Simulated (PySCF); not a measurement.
Input

```
{"job": {"kind": "uv", "xc": "B3LYP", "basis": "def2-SVPD", "nstates": 8, "ntriplets": 3}, "charge": 0, "multiplicity": 1}
O      1.148870     1.914509     0.125246
C      0.452870     0.944628    -0.062734
C      0.972221    -0.468127     0.074350
C      2.448986    -0.509530     0.423271
Cl     3.010466    -2.197603     0.551601
Si    -1.384986     1.191183    -0.605349
C     -2.395516    -0.371866    -0.158052
Cl    -2.294558    -0.636079     1.611823
H      0.783435    -0.989643    -0.867654
H      0.381903    -0.967554     0.846855
H      3.047281    -0.024989    -0.348184
H      2.637598    -0.029117     1.382834
H     -1.403713     1.348117    -2.062929
H     -1.922161     2.347879     0.100645
H     -2.039654    -1.284929    -0.630195
H     -3.450641    -0.257936    -0.392939
```

Run with:

```sh
OMP_NUM_THREADS=1 python probes_run.py task.json out
```

Geometry: GFN2-xTB.

Computed with PySCF 2.14.0, B3LYP/def2-SVPD, SCF density, gas phase.

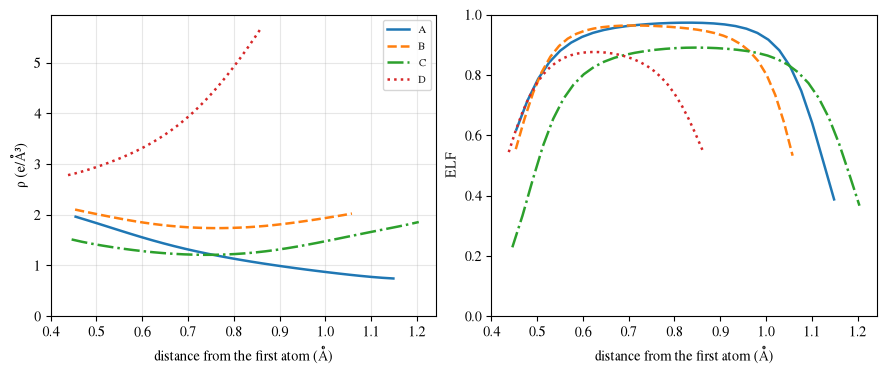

C₄H₈Cl₂OSi (SMILES O=C(CCCl)[SiH2]CCl). Total electron density and ELF along straight lines between neighbouring atoms. The curves leave out the atomic cores.

> Which curve belongs to which contact (C–C, C–Cl, C–O and C–Si)? The first atom named is at distance zero.

Curve A: C–Si (1.91 Å): the density is about 0.92 e/Å³ at the midpoint; the ELF peaks at about 1 between the atoms: a covalent bond. Curve B: C–C (1.51 Å): ρ at the midpoint is about 1.7 e/Å³; the ELF peaks at about 0.95 between the atoms; localised, covalent bonding. Curve C: C–Cl (1.78 Å): ρ at the midpoint is about 1.3 e/Å³; the ELF peaks at about 0.90 between the atoms, as expected for a shared electron pair. Curve D: C–O (1.21 Å): ρ is about 3.3 e/Å³ halfway; the ELF peaks at about 0.90 between the atoms: a multiple bond.
